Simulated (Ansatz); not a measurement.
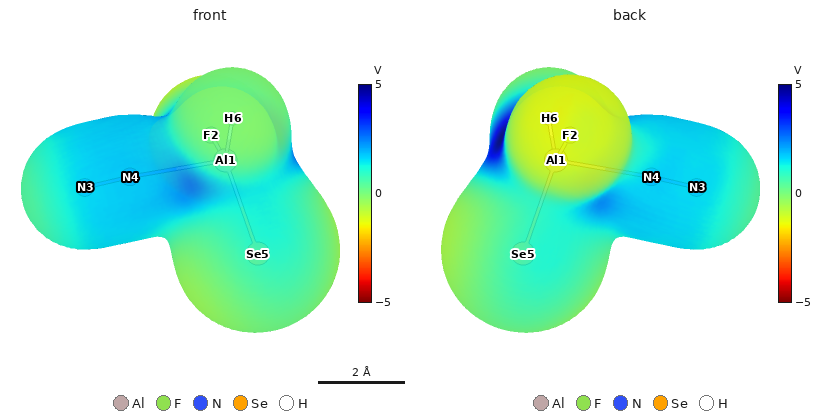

The picture shows: AlFHN2Se (doublet). The electrostatic potential painted on the density surface at 0.004 e/bohr³, seen from the front and from behind; red is negative and blue positive.

Geometry: PBE0-D3(BJ)/def2-SVP.

These are results of isolated molecule in a Gaussian basis; Kohn-Sham density functional theory, functional PBE0 in Ansatz 0.2.0, not measurements.

```xyz
6

Al   -0.7468   -0.3161    0.1111
F    -0.6529    0.0617   -1.5150
N    -4.0941    0.1689   -0.0383
N    -3.0049    0.0581    0.0261
Se   -0.7779   -2.5664    0.6777
H    -0.4324    0.7744    1.2053
```

### Where is the surface potential most negative and most positive?

The most negative region (about −1.4 V) lies over F2, the most positive (about +4.3 V) over Al1.

### What dipole moment does the calculation give?

Its dipole moment is 2.32 D.
